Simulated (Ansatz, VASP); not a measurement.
**Cross-check of CdTe between VASP and Ansatz**

Wanted: the spread between two codes on one cell, functional and k mesh. Other levels of theory on this material are compared in a session of their own. Valence electrons are named where the data sets of a main pair hold unlike numbers.

Calculated with Ansatz 0.2.0; plane waves, with VASP 6.6.1 beside it; single point at r2SCAN, spin-orbit coupling.

## 1. Set-up

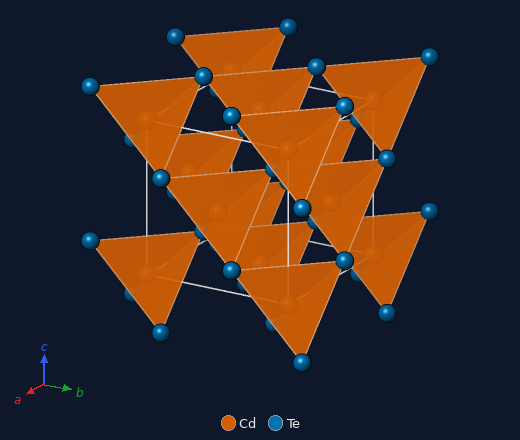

The cell as given, from a free direction (cadmium orange, tellurium blue). This picture shows the conventional cell, with its axes. Some periodic images of atoms are drawn too.

Structure file:

```xyz
2
Lattice="0.0000 3.2400 3.2400 3.2400 0.0000 3.2400 3.2400 3.2400 0.0000" Properties=species:S:1:pos:R:3 pbc="T T T"
Cd    0.0000    0.0000    0.0000
Te    1.6200    1.6200    1.6200
```

## 2. VASP: single point, r2SCAN, spin-orbit coupling

With cell and atoms fixed, the geometry can't cause a difference; cores, projectors, grids and the points listed under the comparison can.

Lines of VASP's logs that name or quote its potential files are left out, and so is its time.

File INCAR:

```
SYSTEM = CdTe
PREC = Accurate
ENCUT = 400
EDIFF = 1E-06
NELM = 100
ISMEAR = -5
SIGMA = 0.05
LREAL = .FALSE.
ALGO = Normal
METAGGA = R2SCAN
LASPH = .TRUE.
LNONCOLLINEAR = .TRUE.
MAGMOM = 0 0 0 0 0 0
NBANDS = 30
GGA_COMPAT = .FALSE.
LSORBIT = .TRUE.
LORBIT = 11
LWAVE = .FALSE.
LCHARG = .FALSE.
KPAR = 2
NEDOS = 2001
```

File POSCAR:

```
CdTe
1.0
    0.0000000000      3.2400000000      3.2400000000
    3.2400000000      0.0000000000      3.2400000000
    3.2400000000      3.2400000000      0.0000000000
Cd Te
1 1
Direct
    0.0000000000      0.0000000000      0.0000000000
    0.2500000000      0.2500000000      0.2500000000
```

File KPOINTS:

```
Automatic mesh
0
Gamma
6 6 6
0 0 0
```

Potentials, in the order of the species: Cd and Te (PBE family, release 64).

Started as:

```
> mpirun -np 2 vasp_ncl
```

Numbers of over 12 decimals in the logs are rounded to 6 here.

The program printed:

```text
[banner, memory and clock lines left out]
running    2 mpi-ranks, on    1 nodes
 distrk:  each k-point on    1 cores,    2 groups
 distr:  one band on    1 cores,    1 groups

 POSCAR found type information on POSCAR CdTe
 POSCAR found :  2 types and       2 ions
|                                                                             |
|               ----> ADVICE to this user running VASP <----                  |
|                                                                             |
|     You enforced a specific xc type in the INCAR file but a different       |
|     [... a line on the potential file left out ...]
|     I HOPE YOU KNOW WHAT YOU ARE DOING!                                     |
|                                                                             |

 LDA part: xc-table for (None), standard interpolation
 POSCAR, INCAR and KPOINTS ok, starting setup
 FFT: planning ... GRIDC
 FFT: planning ... GRID_SOFT
 FFT: planning ... GRID
 WAVECAR not read
 entering main loop
       N       E                     dE             d eps       ncg     rms          rms(c)
DAV:   1     0.510357598871E+02    0.51036E+02   -0.71185E+03  1368   0.867E+02
DAV:   2    -0.468695185717E+02   -0.97905E+02   -0.94704E+02  1478   0.243E+02
DAV:   3    -0.512723643775E+02   -0.44028E+01   -0.43792E+01  1554   0.524E+01
DAV:   4    -0.513181253734E+02   -0.45761E-01   -0.45752E-01  1606   0.483E+00
DAV:   5    -0.513186321047E+02   -0.50673E-03   -0.50672E-03  1550   0.493E-01    0.614E+00
DAV:   6    -0.467588873475E+02    0.45597E+01   -0.29220E+00  1380   0.226E+01    0.710E+00
DAV:   7    -0.467308336150E+02    0.28054E-01   -0.14292E-01  1464   0.416E+00    0.466E+00
DAV:   8    -0.467405001500E+02   -0.96665E-02   -0.84126E-02  1422   0.314E+00    0.125E+00
DAV:   9    -0.467427517916E+02   -0.22516E-02   -0.33767E-03  1560   0.511E-01    0.512E-01
DAV:  10    -0.467430710728E+02   -0.31928E-03   -0.13220E-03  1454   0.348E-01    0.219E-01
DAV:  11    -0.467429557231E+02    0.11535E-03   -0.47920E-04  1470   0.214E-01    0.583E-02
DAV:  12    -0.467429573870E+02   -0.16639E-05   -0.29487E-05  1496   0.654E-02    0.404E-02
DAV:  13    -0.467429591665E+02   -0.17795E-05   -0.91241E-06  1520   0.337E-02    0.290E-02
DAV:  14    -0.467429630269E+02   -0.38604E-05   -0.99360E-06  1398   0.353E-02    0.174E-02
DAV:  15    -0.467429615725E+02    0.14544E-05   -0.34350E-06  1518   0.266E-02    0.626E-03
DAV:  16    -0.467429616013E+02   -0.28750E-07   -0.13735E-07   804   0.262E-03
   1 F= -.46742962E+02 E0= -.46742962E+02  d E =0.000000E+00  mag=    -0.0000     0.0000    -0.0000
```

Parts of OUTCAR (step 2):

```text
ion  position               nearest neighbor table
   1  0.000  0.000  0.000-   2 2.81   2 2.81   2 2.81   2 2.81
   2  0.250  0.250  0.250-   1 2.81   1 2.81   1 2.81   1 2.81

  LATTYP: Found a face centered cubic cell.
 ALAT       =     6.4800000000

 Subroutine GETGRP returns: Found 24 space group operations
 (whereof 24 operations were pure point group operations)

The static configuration has the point symmetry T_d .

 Found     22 irreducible k-points:

   k-points           NKPTS =     22   k-points in BZ     NKDIM =     22   number of bands    NBANDS=     30

   dimension x,y,z NGX =    30 NGY =   30 NGZ =   30
   dimension x,y,z NGXF=    60 NGYF=   60 NGZF=   60

   ENCUT  =  400.0 eV  29.40 Ry    5.42 a.u.   7.47  7.47  7.47*2*pi/ulx,y,z

   NELECT =      18.0000    total number of electrons

 k-points in reciprocal lattice and weights: Automatic mesh
   0.00000000  0.00000000  0.00000000       0.005
   0.16666667  0.00000000  0.00000000       0.019
  -0.16666667  0.00000000  0.00000000       0.019
   0.33333333  0.00000000  0.00000000       0.019
  -0.33333333  0.00000000  0.00000000       0.019
   0.50000000  0.00000000  0.00000000       0.019
   0.16666667  0.16666667  0.00000000       0.028
   0.33333333  0.16666667  0.00000000       0.056
  -0.33333333 -0.16666667  0.00000000       0.056
[...]
-0.33333333  0.33333333  0.16666667       0.111
  -0.33333333  0.50000000  0.16666667       0.056

 average (electrostatic) potential at core
       1 -44.6058       2 -96.2862

 E-fermi :   2.3836

 k-point     1 :       0.0000    0.0000    0.0000
  band No.  band energies     occupation
    ...
     14       1.5595      1.00000
     15       2.3741      1.00000
     16       2.3741      1.00000
     17       2.3741      1.00000
     18       2.3741      1.00000
     19       3.3808      0.00000
     20       3.3808      0.00000
     21       6.9133      0.00000
     22       6.9133      0.00000
     23       7.2360      0.00000
    ...

 k-point     2 :       0.1667    0.0000    0.0000
  band No.  band energies     occupation
    ...
     14       0.3589      1.00000
     15       1.6488      1.00000
     16       1.6488      1.00000
     17       2.1252      1.00000
     18       2.1430      1.00000
     19       4.4050      0.00000
     20       4.4050      0.00000
     21       7.2180      0.00000
     22       7.2180      0.00000
     23       7.3912      0.00000
    ...

 k-point     3 :      -0.1667    0.0000    0.0000
  band No.  band energies     occupation
    ...
     14       0.3589      1.00000
     15       1.6488      1.00000
     16       1.6488      1.00000
     17       2.1252      1.00000
     18       2.1430      1.00000
     19       4.4050      0.00000
     20       4.4050      0.00000
     21       7.2180      0.00000
     22       7.2180      0.00000
     23       7.3912      0.00000
    ...

  Total        0.5975121      0.5975121      0.5975121      0.0000000     -0.0000000     -0.0000000
  in kB       14.0731806     14.0731806     14.0731806      0.0000000     -0.0000000     -0.0000000
  external PRESSURE =      14.0731806 kB  Pullay stress =       0.0000000 kB

  energy-cutoff  :      400.00
  volume of cell :       68.02
      direct lattice vectors                 reciprocal lattice vectors
     0.000000000  3.240000000  3.240000000    -0.154320988  0.154320988  0.154320988
     3.240000000  0.000000000  3.240000000     0.154320988 -0.154320988  0.154320988
     3.240000000  3.240000000  0.000000000     0.154320988  0.154320988 -0.154320988

 POSITION                                       TOTAL-FORCE (eV/Angst)
 -----------------------------------------------------------------------------------
      0.00000      0.00000      0.00000        -0.000000     -0.000000     -0.000000
      1.62000      1.62000      1.62000         0.000000      0.000000      0.000000
 -----------------------------------------------------------------------------------
    total drift:                                0.000000      0.000000      0.000000

  FREE ENERGIE OF THE ION-ELECTRON SYSTEM (eV)
  ---------------------------------------------------
  free  energy   TOTEN  =       -46.7429616013 eV

  energy  without entropy=      -46.7429616013  energy(sigma->0) =      -46.74296160

 Spin-Orbit-Coupling matrix elements
 Ion:    1  E_soc:     -0.0581722
 Ion:    2  E_soc:     -0.1792169

 total charge
# of ion       s       p       d       tot
------------------------------------------
    1        0.451   0.315   9.544  10.310
    2        1.351   2.113   0.021   3.485
--------------------------------------------------
tot          1.802   2.427   9.565  13.795

 magnetization (x)
# of ion       s       p       d       tot
------------------------------------------
    1        0.000  -0.000   0.000  -0.000
    2        0.000   0.000  -0.000   0.000
--------------------------------------------------
tot          0.000  -0.000  -0.000  -0.000

 magnetization (y)
# of ion       s       p       d       tot
------------------------------------------
    1        0.000   0.000   0.000   0.000
    2        0.000   0.000  -0.000   0.000
--------------------------------------------------
tot          0.000   0.000  -0.000   0.000

 magnetization (z)
# of ion       s       p       d       tot
------------------------------------------
    1        0.000   0.000  -0.000   0.000
    2       -0.000  -0.000  -0.000  -0.000
--------------------------------------------------
tot          0.000   0.000  -0.000   0.000

[... 3 further parts left out ...]
```

The run ends at a pressure of 1.41 GPa.

## 3. Ansatz: single point, r2SCAN, spin-orbit coupling

Ansatz runs on its fully relativistic PAW (standard-fr) files.

The same cell, functional, mesh and smearing now go to Ansatz, which takes its cutoff from its data sets.

File input.yaml:

```yaml
crystal:
  lattice:
    - [0.0, 3.24, 3.24]
    - [3.24, 0.0, 3.24]
    - [3.24, 3.24, 0.0]
  atoms:
    - { symbol: Cd, position: [0.0, 0.0, 0.0] }
    - { symbol: Te, position: [0.25, 0.25, 0.25] }
hamiltonian:
  xc: r2scan
  pseudopotentials: { kind: paw_fr }
magnetization:
  noncollinear: true
  spin_orbit: true
kpoints:
  mp_grid: { grid: [6, 6, 6] }
scf:
  occupations: { method: tetrahedron }
output:
  forces: true
  stress: true
```

Started as:

```
> ansatz run input.yaml --threads 2 --pin off --max-ram 4608MiB --backend cpu --events-out ev --progress --plain --runs-dir out
```

The program printed:

```text
Warning: output.forces, output.stress, relax.cell or npt_langevin: where a Kohn–Sham band that disperses or a degenerate level is filled in part under the method tetrahedron, the forces or the stress that this run publishes need not agree with its energy (scf.occupations.method in the input reference, under Limitations); prefer a smearing scheme for the forces or the stress
Engine: ansatz 0.2.0, aarch64-unknown-linux-gnu
Pseudopotentials: kind: paw_fr
Pseudopotential: Cd, paw_fr, valence charge 20, recommended cutoff 500 eV (meta_gga), Cd.paw.azcp#standard-fr
Pseudopotential: Te, paw_fr, valence charge 16, recommended cutoff 500 eV (meta_gga), Te.paw.azcp#standard-fr
Functional definition: r2SCAN
  parameter k0 = 0.174
  parameter k1 = 0.065
  parameter a1 = 4.9479
  exchange = r2scan_x(k0 = k0, k1 = k1, a1 = a1)
  correlation = r2scan_c
non-collinear run that drives no moment, with spin-orbit: no starting moment large enough to seed its density (crystal.atoms[].spin), no starting occupations that ask for one, no magnetisation constraint and no magnetic field, so the semilocal B_xc is pinned to zero
Crystal: 2 atoms, lattice volume = 68.024 Å³
Basis set: ecut = 500 eV, 1759 PW (Γ), exchange–correlation on 144×144×144 points (64 copies of the dense FFT grid, shifted against one another)
Bands: 44, of which v1, the nominal top of the filled ones, is band 36 counted from 1 (35 counted from 0)
Symmetry: 24 space group operations + 24 with time reversal
Magnetic group: BNS 216.75 (UNI 1577), of the structure as read, at distance tolerance 4.1e-5 Å
k-points: 16 of 216 (time reversal used)
Projection manifold: j_resolved (fully-relativistic pseudo-atomic orbitals)
Non-local potential: Cd, projectors of the file, l = 0: 3, l = 1: 4, l = 2: 4, l = 3: 2
Non-local potential: Te, projectors of the file, l = 0: 2, l = 1: 4, l = 2: 4, l = 3: 4
PAW form: soft (Blöchl's): semilocal exchange-correlation on the pseudo side does not see the compensation charge
PAW frozen core: Cd, regenerated for the run's functional (the file was generated under x = pbe(κ = 0.804, μ = 0.219515), c = pbe(β = 0.066725))
PAW frozen core: Te, regenerated for the run's functional (the file was generated under x = pbe(κ = 0.804, μ = 0.219515), c = pbe(β = 0.066725))
PAW one-centre angular grid: Cd, 590 points (default); XC on 224 Gauss nodes
PAW one-centre angular grid: Te, 590 points (default); XC on 224 Gauss nodes
Initial density: superposition of atomic densities (chi_scale 0.1, normalization cell, long waves kept (reshape's long-wave potential 0.00 eV rms))
Initial wavefunctions: pseudopotential atomic-orbital guess
Functional: x = r2scan, c = r2scan; τ floored in thin density (d = 2e-4 eV/Å³)
iter 1 solved again at ethr=7.48e-4 eV; its pass at ethr=3.10e-3 eV (dr2=2.69e-1 eV) is discarded
SCF iter   1: F=—  HF=-15244.608013 eV  |F-HF|=—  |Δ(HF+E_count)|=         —  Δρ=2.42e-2  dr2=2.70e-1  dr2_τ=1.65e-3  dr2_m=0.00e0 (ungated)  ethr=7.48e-4  |M|=0.00e0 ∫|m|=0.00e0 μB  |m|>n=0.0e0 m-floor=0.0e0 τ_xc=0.0e0  β_m=0.30  ⟨swp⟩=1.4  Hψ=4603  notcnv=0
preconditioner: auto → none  [insulator: Δε(μ)=0.824 eV  Ē_g=12.250 eV  n_scr=14 (ndim 8)  ℏωp=19.1 eV  f_vac=0.156  ε∞_Penn≈3.4]
SCF iter   2: F=—  HF=-15244.625121 eV  |F-HF|=—  |Δ(HF+E_count)|=   1.71e-2  Δρ=1.44e-2  dr2=9.10e-2  dr2_τ=1.87e-3  dr2_m=0.00e0 (ungated)  ethr=7.48e-4  |M|=0.00e0 ∫|m|=0.00e0 μB  |m|>n=0.0e0 m-floor=0.0e0 τ_xc=0.0e0  β_m=0.47  ⟨swp⟩=3.8  Hψ=1156  notcnv=0
SCF iter   3: F=—  HF=-15244.647028 eV  |F-HF|=—  |Δ(HF+E_count)|=   2.19e-2  Δρ=4.62e-3  dr2=8.39e-3  dr2_τ=1.40e-4  dr2_m=0.00e0 (ungated)  ethr=2.53e-4  |M|=0.00e0 ∫|m|=0.00e0 μB  |m|>n=0.0e0 m-floor=0.0e0 τ_xc=0.0e0  β_m=0.52  ⟨swp⟩=3.0  Hψ=1330  notcnv=0  defer=38
SCF iter   4: F=—  HF=-15244.650501 eV  |F-HF|=—  |Δ(HF+E_count)|=   3.47e-3  Δρ=7.67e-4  dr2=1.58e-4  dr2_τ=3.81e-6  dr2_m=0.00e0 (ungated)  ethr=2.33e-5  |M|=0.00e0 ∫|m|=0.00e0 μB  |m|>n=0.0e0 m-floor=0.0e0 τ_xc=0.0e0  β_m=0.64  ⟨swp⟩=3.2  Hψ=1199  notcnv=0  defer=38
SCF iter   5: F=—  HF=-15244.650602 eV  |F-HF|=—  |Δ(HF+E_count)|=   1.02e-4  Δρ=1.59e-4  dr2=1.08e-5  dr2_τ=9.52e-8  dr2_m=0.00e0 (ungated)  ethr=4.39e-7  |M|=0.00e0 ∫|m|=0.00e0 μB  |m|>n=0.0e0 m-floor=0.0e0 τ_xc=0.0e0  β_m=0.59  ⟨swp⟩=3.0  Hψ=1130  notcnv=0  defer=38
SCF iter   6: F=—  HF=-15244.650584 eV  |F-HF|=—  |Δ(HF+E_count)|=   1.79e-5  Δρ=3.78e-5  dr2=3.89e-7  dr2_τ=8.70e-9  dr2_m=0.00e0 (ungated)  ethr=3.00e-8  |M|=0.00e0 ∫|m|=0.00e0 μB  |m|>n=0.0e0 m-floor=0.0e0 τ_xc=0.0e0  β_m=0.80  ⟨swp⟩=3.0  Hψ=1290  notcnv=0  defer=38
SCF iter   7: F=-15244.650585 eV  HF=-15244.650585 eV  |F-HF|=5.61e-9  |Δ(HF+E_count)|=   4.09e-7  Δρ=5.97e-6  dr2=1.51e-8  dr2_τ=3.31e-10  dr2_m=0.00e0 (ungated)  ethr=2.78e-10  |M|=0.00e0 ∫|m|=0.00e0 μB  |m|>n=0.0e0 m-floor=0.0e0 τ_xc=0.0e0  ⟨swp⟩=7.2  Hψ=2649  notcnv=0
SCF 1 converged in 7 iterations: F = -15244.650585 eV  dr2 = 1.51e-8
  greatest PAW one-centre occupation: 1.001 electrons in one spin orbital (limit 2), on the Cd atom at site 0 (counted from 0), in its partial waves of l = 0
SCF converged after 7 iterations
Stability not checked: this state was not tested for a lower state beside it, because cold or Methfessel-Paxton smearing, or corrected tetrahedra, fill the levels in a way that the test cannot read (fill_not_monotonic; see scf.lower_state_search)
Magnetization: |M| = 0.0000 μB,  M = (+0.0000, +0.0000, +0.0000) μB
Absolute magnetization: 0.0000 μB (∫|m|)
  site 0: m = (+0.0000, +0.0000, +0.0000) μB, |m| = 0.0000 μB  (R = 1.16 Å)
  site 1: m = (+0.0000, +0.0000, +0.0000) μB, |m| = 0.0000 μB  (R = 1.16 Å)
Free energy (F): -15244.650585 eV
Harris-Foulkes:  -15244.650585 eV  (|F-HF|=5.61e-9)
Internal energy: -15244.650585 eV  (E = F + TS)
E sigma→0 (E₀):  -15244.650585 eV
Fermi energy:    7.486537 eV
--- Per-component energies (eV) ---
  E_band       = -827.368446
  E_kinetic    = 686.383525
  E_local      = -5420.043953  (includes V_loc(G=0)·N_el)
  E_nonlocal   = -277.096770
  E_hartree    = 2734.863351
  E_xc         = -283.886589
  E_vxc        = -358.177579  (∫ρ·V_xc dr)
  E_paw        = -8772.578086  (= ΣΔE_a)
  E_vpaw       = -952.424505  (= ΣTr[D̂ρ^β])
  E_aug_tail   = -0.000032  (compensation charges beyond the density's cutoff)
  E_vtau       = 24.266917  (kinetic-family band-sum trace: ∫τ·v_τ [+ j·A + Jᵃ·Aᵃ] dr)
  E_ewald      = -3912.024287
  E_core_change = -0.267743  (= ΣΔE_core)
  E_smearing   = -0.000000  (= −TS)
  E_closure    = -0.000000  (closes the sum)
  Σ components = -15244.650585   (vs F -15244.650585, Δ=0.00e0)
--- Forces (eV/Å), atoms counted from 1 ---
  atom   1  Cd     0.00000000     0.00000000    -0.00000000
  atom   2  Te    -0.00000000     0.00000000    -0.00000000
  max |Σ_I F_I| component: 1.12e-16 eV/Å
--- Stress (GPa, compression-positive) ---
        1.573642       0.000000      -0.000000
        0.000000       1.573642       0.000000
       -0.000000       0.000000       1.573642
  P = ⅓ Tr σ = 1.5736 GPa (15.736 kbar)
--- Band table (eV; the first three rows and the last of 16) ---
  k-point 0: bands = [... 32 lower, 7.4865, 7.4865, 7.4865, 7.4865, 8.5041, 8.5041, 12.0373, 12.0373, ... 4 higher]
  k-point 1: bands = [... 32 lower, 6.7516, 6.7516, 7.2395, 7.2570, 9.5234, 9.5234, 12.3342, 12.3342, ... 4 higher]
  k-point 2: bands = [... 32 lower, 6.3323, 6.3323, 6.8414, 6.8573, 9.5811, 9.5811, 12.7879, 12.7879, ... 4 higher]
  k-point 15: bands = [... 32 lower, 4.6729, 5.0190, 5.1360, 5.1539, 11.1455, 11.3308, 11.3316, 11.4158, ... 4 higher]
```

Run time: 24 s. Hardware: 2 threads of Arm Neoverse N1, shared host; peak memory 0.74 GiB; 47 s of CPU time.

The run ends at a pressure of 1.57 GPa.

## 4. Comparison

Known differences besides the potentials themselves: spin-orbit coupling enters by fully relativistic files in Ansatz and inside the spheres in VASP; VASP keeps PBE cores, Ansatz makes them for the functional; the data sets hold 36 valence electrons in Ansatz (on its fully relativistic PAW (standard-fr) files) and 18 in VASP; the cutoff is 500 eV in Ansatz and 400 eV in VASP. Total energies have different zeros and are not compared.

The two programs side by side:

| quantity | Ansatz | VASP | difference |
| --- | --- | --- | --- |
| pressure (GPa) | 1.57 | 1.41 | +0.17 |
| gap on the k mesh (eV) | 1.018 | 1.007 | +0.011 |

A gap on the mesh is an upper bound, since the band edges may lie between its points. Ansatz's pressure holds a Pulay correction of 0.04 GPa; VASP's holds none.

## 5. Results

```json
{
 "difference in gap on the k mesh (single point, r2SCAN, spin-orbit coupling)": "0.011 eV"
}
```

**Reading.** The difference in gap on the k mesh is 0.011 eV (single point, r2SCAN, spin-orbit coupling), within the 0.08 eV picked in this series as the mark of a large difference. The data sets hold unlike numbers of valence electrons (36 in Ansatz and 18 in VASP), so part of the differences comes from the potentials. 4 further runs of this series are not shown here. Such differences can come from data sets, numerical settings and the points named under the comparisons, not from the functional's error against experiment.

[Lines on the potential files, build, host, timing and source positions are cut from VASP's logs without a mark.]

[Logs are printed without paths, hosts, clocks, repeated set-up lines and the standing remarks that a program may print on its own settings, such as how far it seeks lower states.]

[Hosts, paths, dates, database ids (printed as entryN), source tags and the programs' standing remarks are cut or masked in the printed files.]
